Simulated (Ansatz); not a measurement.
The calculation's input:

```
crystal:
  periodic: [false, false, false]
  atoms:
    - { symbol: Si, position_ang: [0.0, 0.0, 0.0] }
    - { symbol: O, position_ang: [1.0382, 0.0, 1.5673] }
    - { symbol: Si, position_ang: [-0.2765, -0.4067, 2.5309] }
    - { symbol: H, position_ang: [-1.2008, -1.2403, 1.7677] }
    - { symbol: H, position_ang: [0.1876, -1.1432, 3.7029] }
    - { symbol: H, position_ang: [-0.9605, 0.8095, 2.9606] }
    - { symbol: H, position_ang: [1.629, 0.0, 0.3193] }
    - { symbol: H, position_ang: [-0.6877, 1.1914, -0.4862] }
    - { symbol: H, position_ang: [-0.6877, -1.1914, -0.4862] }
basis:
  gaussian: { orbitals: def2-SVP }
hamiltonian:
  xc: b3lyp
  dispersion: d4
relax:
  f_tol: 0.15
  max_steps: 25
  restrain:
    - { distance: [1, 6], at: 1.01, k: 30.0 }
    - { distance: [0, 1], at: 2.88, k: 30.0 }
    - { distance: [0, 6], at: 2.66, k: 30.0 }
output:
  orbitals: {}
```

Run with:

```sh
ansatz run input.yaml --threads 1 --pin off --max-ram 2048MiB --backend cpu --events-out ev --progress --plain --runs-dir out
```

The fields are those of the run's last geometry, not of the input's.

Not at a stationary point (largest force 1.2 eV/Å).

Computed with Ansatz, RKS B3LYP-D4/def2-SVP.

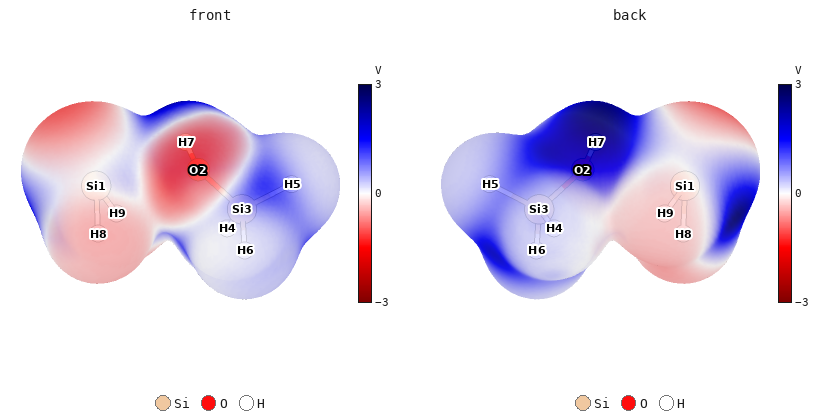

H2Si···H4OSi. The molecular electrostatic potential painted on the density surface at 0.002 e/bohr³, seen from the front and from behind; the colour scale runs from red (negative) to blue (positive).

> Which sites attract a positive test charge, and which a negative one?

A positive charge is drawn to the negative regions and a negative charge to the positive ones. The most negative region (about −1.1 V) lies over O2, the most positive (about +2.6 V) over Si1 and H7. O2 is the likeliest acceptor of a hydrogen bond.
